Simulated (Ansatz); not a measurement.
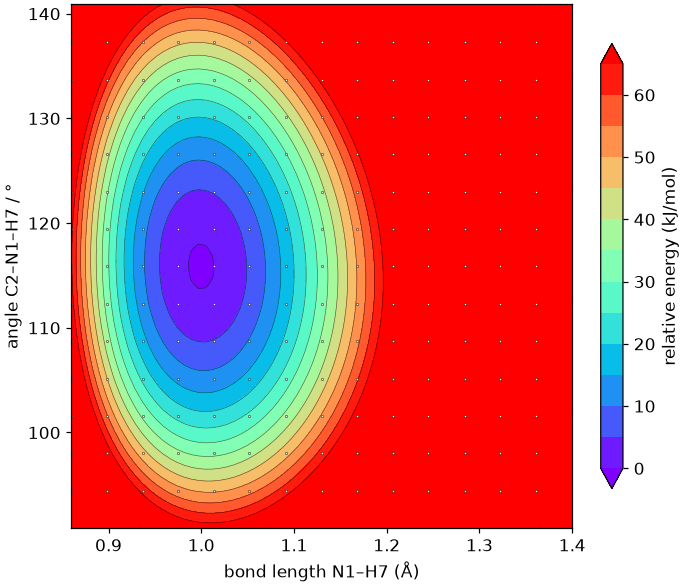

C2H2ClNSe, SMILES NC1=C(Cl)[Se]1. 
- The first coordinate is: bond length N1–H7; the second: angle C2–N1–H7.
- Nothing is relaxed (all other coordinates rigid).
- The scan uses a 15 × 15 grid.
- Points are written as (first, second).
- Energies: kJ/mol, counted from the lowest grid point.
- The calculation used Ansatz, RHF/def2-SVP.

In the figure: filled contours, dots at the grid points, one colour for all values above the top of the scale. Between grid points the surface is interpolated.

Estimate the position of the minimum and the force constants in these coordinates.

The interpolated minimum is at bond length N1–H7 ≈ 1.000 Å, angle C2–N1–H7 ≈ 115.9°. The curvatures there are about 52 eV/Å² and 7.1 eV/rad², with a cross term of about 0.8 eV/(Å·rad). Round the minimum the two coordinates are nearly uncoupled. (1 eV is 96.5 kJ/mol.)
